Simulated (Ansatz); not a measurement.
**B2HF (triplet): correlated methods under varied settings at a displaced geometry (v1)**

What do other methods and options give for B2HF (triplet) at this geometry, and how long do they take?

Program: Ansatz 0.2.0, Gaussian basis. Level of theory: the settings change from run to run. These are calculated values, not measurements.

28 further runs of the same task are left out: 12 that didn't finish, 16 set aside as unsound or not needed.

## 1. What is computed

The geometry is a PBE0/def2-TZVP stationary point (not a proven minimum) with its atoms shifted at random (size 0.040 Å).

4 atoms, charge 0, spin multiplicity 3.

Atoms are counted from 1 here; the program's logs count them from 0.

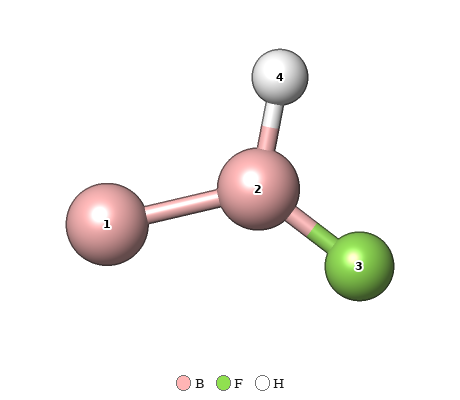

The geometry (boron pink, fluorine green, hydrogen white); atoms are numbered from 1 in the order of the file.

## 2. BCCD on UHF/cc-pVDZ

Contents of in.yaml:

```yaml
crystal:
  periodic: [false, false, false]
  atoms:
    - {symbol: B, position_ang: [-0.019946, -0.301029, 1.643510]}
    - {symbol: B, position_ang: [-0.020779, 0.413363, 0.171645]}
    - {symbol: F, position_ang: [0.027185, -0.149561, -1.043849]}
    - {symbol: H, position_ang: [-0.075592, 1.614148, 0.206184]}
basis:
  gaussian: {orbitals: cc-pVDZ}
magnetization: {spin_polarized: true, initial_magnetization: 2}
correlation: {method: bccd, electrons: outside_noble_gas}
scf: {lower_state_search: full}
```

On the command line:

```sh
> ansatz run in.yaml --threads 1 --pin off --events-out ev --progress --plain --max-ram 2393MiB
```

Log, cut to the lines that bear on the results:

```text
Functional definition: HF
  name "HF"
  cite "Fock, Z. Phys. 61, 126 (1930) doi:10.1007/BF01340294"
  parent pbe
[...]
435 factors; integrals over basis functions are off by at most 1.1e-3 eV
[...]
mean field -4062.94543495 eV, -149.3104907712 hartree, gradient 2.9e-6 eV, S^2 2.003655; 8 other end points of the search recorded, 0 dependent functions left out
determinant -4062.94543495 eV, -149.3104907712 hartree, with singles and doubles -4071.79778780 eV, -149.6358087381 hartree
determinant -4062.07774355 eV, -149.2786037002 hartree, with singles and doubles -4070.80914200 eV, -149.5994766750 hartree
determinant -4060.27710473 eV, -149.2124314443 hartree, with singles and doubles -4069.17980451 eV, -149.5395996265 hartree
3 core orbitals not correlated: weight in the atoms' cores, before any rotation towards them, 1.000 or more for the frozen orbitals, at most 0.000 for the correlated occupied ones
reference -4062.94543495 eV, -149.3104907712 hartree; 8, 6 occupied and 36, 38 virtual orbitals, 435 factors
second order -8.13915454 eV of doubles, -0.00000000 eV of singles
cycle   1  -8.83351720 eV  change    1.9e-2 eV  update   1.2e-2
[...]
cycle  11  -8.83214317 eV  change   -5.8e-7 eV  update   1.6e-5
Total energy: -4071.77757812 eV, -149.6350660461 hartree
```

Wall time 13 s (1 thread of Intel Xeon at 2.50GHz, shared host).

From the report: ⟨S²⟩ of the determinant 2.004 (pure triplet: 2.00); correlation -8.8321 eV; largest double amplitude 0.06.

## 3. CCSD(T) on UHF/STO-3G

Changes to in.yaml since step 2:

```diff
@@ -8,5 +8,5 @@
 basis:
-  gaussian: {orbitals: cc-pVDZ}
+  gaussian: {orbitals: STO-3G}
 magnetization: {spin_polarized: true, initial_magnetization: 2}
-correlation: {method: bccd, electrons: outside_noble_gas}
-scf: {lower_state_search: full}
+correlation: {method: ccsd_t, electrons: all}
+output: {forces: true}
```

Same command.

Log, cut to the lines that bear on the results:

```text
Functional definition: HF
  name "HF"
  cite "Fock, Z. Phys. 61, 126 (1930) doi:10.1007/BF01340294"
  parent pbe
[...]
212 factors; integrals over basis functions are off by at most 2.1e-4 eV
[...]
mean field -4006.57693754 eV, -147.2389866993 hartree, gradient 1.1e-6 eV, S^2 2.000577; 6 other end points of the search recorded, 0 dependent functions left out
determinant -4006.57693754 eV, -147.2389866993 hartree, with singles and doubles -4009.14443804 eV, -147.3333406023 hartree
determinant -4005.70347406 eV, -147.2068875083 hartree, with singles and doubles -4008.13271839 eV, -147.2961605907 hartree
determinant -4003.31530604 eV, -147.1191239523 hartree, with singles and doubles -4005.95928745 eV, -147.2162884772 hartree
reference -4006.57693754 eV, -147.2389866993 hartree; 11, 9 occupied and 5, 7 virtual orbitals, 212 factors
second order -1.91736844 eV of doubles, -0.00000000 eV of singles
cycle   1  -2.56868206 eV  change   -1.2e-3 eV  update   2.0e-3
[...]
cycle  14  -2.57111842 eV  change    2.9e-7 eV  update   3.4e-7
perturbative correction -0.13054767 eV, -0.0047975382 hartree
[...]
Total energy: -4009.27860363 eV, -147.3382710967 hartree
Atom 0 at    -0.019946    -0.301029     1.643510 Å, force     0.010623     0.089060    -0.543506 eV/Å
Atom 1 at    -0.020779     0.413363     0.171645 Å, force    -0.003740    -0.019347    -0.427373 eV/Å
Atom 2 at     0.027185    -0.149561    -1.043849 Å, force    -0.016510     0.091196     0.872760 eV/Å
Atom 3 at    -0.075592     1.614148     0.206184 Å, force     0.009627    -0.160910     0.098120 eV/Å
Dipole moment:     0.002551    -0.124062     0.156333 e Å
```

It took 3.3 s on 1 thread of Intel Xeon at 2.50GHz, shared host.

From the report: ⟨S²⟩ of the determinant 2.001 (pure triplet: 2.00); correlation -2.7017 eV; T1 0.022; largest double amplitude 0.08.

## 4. CASCI(6,4)/STO-3G

Changes to in.yaml since step 3:

```diff
@@ -9,4 +9,4 @@
   gaussian: {orbitals: STO-3G}
-magnetization: {spin_polarized: true, initial_magnetization: 2}
-correlation: {method: ccsd_t, electrons: all}
+magnetization: {spin_polarized: false, initial_magnetization: 2}
+correlation: {active_space: {window: {electrons: 6, orbitals: 4}, fixed_orbitals: true}}
 output: {forces: true}
```

Same command.

Log, cut to the lines that bear on the results:

```text
Functional definition: HF
  name "HF"
  cite "Fock, Z. Phys. 61, 126 (1930) doi:10.1007/BF01340294"
  parent pbe
[...]
212 factors; integrals over basis functions are off by at most 2.1e-4 eV
[...]
mean field -4006.57371999 eV, -147.2388684562 hartree, gradient 2.9e-6 eV, S^2 2.000000; 4 other end points of the search recorded, 0 dependent functions left out
reference -4006.57371999 eV, -147.2388684562 hartree; 11, 9 occupied and 5, 7 virtual orbitals, 212 factors
state -4006.57400659 eV, -147.2388789888 hartree
[...]
Total energy: -4006.57400659 eV, -147.2388789888 hartree
Atom 0 at    -0.019946    -0.301029     1.643510 Å, force     0.016511     0.173477    -0.972086 eV/Å
Atom 1 at    -0.020779     0.413363     0.171645 Å, force    -0.017682     0.304555    -0.653151 eV/Å
Atom 2 at     0.027185    -0.149561    -1.043849 Å, force    -0.048840     0.480699     1.705470 eV/Å
Atom 3 at    -0.075592     1.614148     0.206184 Å, force     0.050010    -0.958732    -0.080233 eV/Å
Dipole moment:    -0.000995    -0.089298     0.267852 e Å
```

It took 1.3 s on 1 thread of Intel Xeon at 2.50GHz, shared host.

From the report: 16 determinants; active occupations 2.00, 2.00, 1.00, 1.00.

## 5. CCSD(T) on UHF/cc-pVDZ

Contents of in.yaml:

```yaml
crystal:
  periodic: [false, false, false]
  atoms:
    - {symbol: B, position_ang: [-0.019946, -0.301029, 1.643510]}
    - {symbol: B, position_ang: [-0.020779, 0.413363, 0.171645]}
    - {symbol: F, position_ang: [0.027185, -0.149561, -1.043849]}
    - {symbol: H, position_ang: [-0.075592, 1.614148, 0.206184]}
basis:
  gaussian: {orbitals: cc-pVDZ, point_charges: [{charge: -1.00, position_ang: [4.751, 0.472, -0.452]}]}
magnetization: {spin_polarized: true, initial_magnetization: 2}
correlation: {method: ccsd_t, electrons: all}
```

Launched as before.

Log, cut to the lines that bear on the results:

```text
Functional definition: HF
  name "HF"
  cite "Fock, Z. Phys. 61, 126 (1930) doi:10.1007/BF01340294"
  parent pbe
[...]
435 factors; integrals over basis functions are off by at most 1.1e-3 eV
[...]
mean field -4062.98103988 eV, -149.3117992280 hartree, gradient 2.7e-6 eV, S^2 2.003717; 6 other end points of the search recorded, 0 dependent functions left out
determinant -4062.98103988 eV, -149.3117992280 hartree, with singles and doubles -4071.96869313 eV, -149.6420893932 hartree
determinant -4062.22099187 eV, -149.2838679788 hartree, with singles and doubles -4071.08845884 eV, -149.6097413796 hartree
determinant -4060.30480901 eV, -149.2134495577 hartree, with singles and doubles -4069.33291408 eV, -149.5452262995 hartree
reference -4062.98103988 eV, -149.3117992280 hartree; 11, 9 occupied and 36, 38 virtual orbitals, 435 factors
second order -8.28231988 eV of doubles, -0.00000000 eV of singles
cycle   1  -8.99002095 eV  change   -2.4e-3 eV  update   2.1e-3
[...]
cycle  10  -8.99107282 eV  change   -7.7e-6 eV  update   1.9e-5
perturbative correction -0.21116508 eV, -0.0077601737 hartree
Total energy: -4072.18327778 eV, -149.6499752335 hartree
```

Wall time 18 s (1 thread of Intel Xeon at 2.50GHz, shared host).

From the report: ⟨S²⟩ of the determinant 2.004 (pure triplet: 2.00); correlation -9.2022 eV; T1 0.021; largest double amplitude 0.05.

## 6. BCCD/cc-pVDZ

Changes to in.yaml since step 5:

```diff
@@ -8,4 +8,6 @@
 basis:
-  gaussian: {orbitals: cc-pVDZ, point_charges: [{charge: -1.00, position_ang: [4.751, 0.472, -0.452]}]}
+  gaussian: {orbitals: cc-pVDZ}
 magnetization: {spin_polarized: true, initial_magnetization: 2}
-correlation: {method: ccsd_t, electrons: all}
+hamiltonian: {xc: {name: r2SCAN}}
+correlation: {method: bccd, electrons: outside_noble_gas}
+accuracy: high
```

Launched as before.

Log, cut to the lines that bear on the results:

```text
Functional definition: r2SCAN
  name "r2SCAN"
  cite "Furness, Kaplan, Ning, Perdew & Sun, J. Phys. Chem. Lett. 11, 8208 (2020) doi:10.1021/acs.jpclett.0c02405"
  cite "Furness, Kaplan, Ning, Perdew & Sun, J. Phys. Chem. Lett. 11, 9248 (2020) doi:10.1021/acs.jpclett.0c03077"
  parent r2scan
[...]
992 factors; integrals over basis functions are off by at most 3.6e-9 eV
[...]
mean field -4080.38599531 eV, -149.9514195426 hartree, gradient 3.9e-8 eV, S^2 2.003952; 3 other end points of the search recorded, 0 dependent functions left out
3 core orbitals not correlated: weight in the atoms' cores, before any rotation towards them, 1.000 or more for the frozen orbitals, at most 0.000 for the correlated occupied ones
reference -4062.40069217 eV, -149.2904718431 hartree; 8, 6 occupied and 36, 38 virtual orbitals, 992 factors
second order -8.69885838 eV of doubles, -0.34596333 eV of singles
cycle   1  -8.96502548 eV  change    7.0e-2 eV  update   9.7e-2
[...]
cycle  32  -9.34198059 eV  change  -1.4e-10 eV  update   1.1e-9
Total energy: -4071.74267276 eV, -149.6337832977 hartree
```

Run time: 29 s. Hardware: 1 thread of Intel Xeon at 2.50GHz, shared host; peak memory 0.3 GiB.

From the report: ⟨S²⟩ of the determinant 2.004 (pure triplet: 2.00); correlation -9.3420 eV; largest double amplitude 0.06.

## 7. The runs in one table

Where basis and cores are those of an earlier UCCSDT(Q)/cc-pVDZ run (-4072.0605 eV), and the state is the same kind, the miss against it is given.

| level | correlated | functions | energy (eV) | from UCCSDT(Q) (meV) | time |
| --- | --- | --- | --- | --- | --- |
| BCCD on UHF/cc-pVDZ | outside noble gas | 47 | -4071.7776 | 282.9 | 13 s |
| CCSD(T) on UHF/STO-3G | all | 16 | -4009.2786 |  | 3.3 s |
| CASCI(6,4)/STO-3G |  | 16 | -4006.5740 |  | 1.3 s |
| CCSD(T) on UHF/cc-pVDZ (beside a point charge) | all | 47 | -4072.1833 |  | 18 s |
| BCCD/cc-pVDZ (on r2SCAN orbitals) | outside noble gas | 47 | -4071.7427 | 317.8 | 29 s |

## 8. Outcome

```
quantity                                    value
    runs                                        5
quickest                 CASCI(6,4)/STO-3G, 1.3 s
 slowest  BCCD/cc-pVDZ (on r2SCAN orbitals), 29 s
```

**Reading.** Total energies in different bases, with other cores or another treatment of relativity can't be set against each other. BCCD/cc-pVDZ (on r2SCAN orbitals) took 23 times as long as CASCI(6,4)/STO-3G; the jobs differ in more than the method. Among the correlated runs with a miss given, it spans +283 to +318 meV. Cores frozen from Kohn-Sham orbitals shift the total energy.
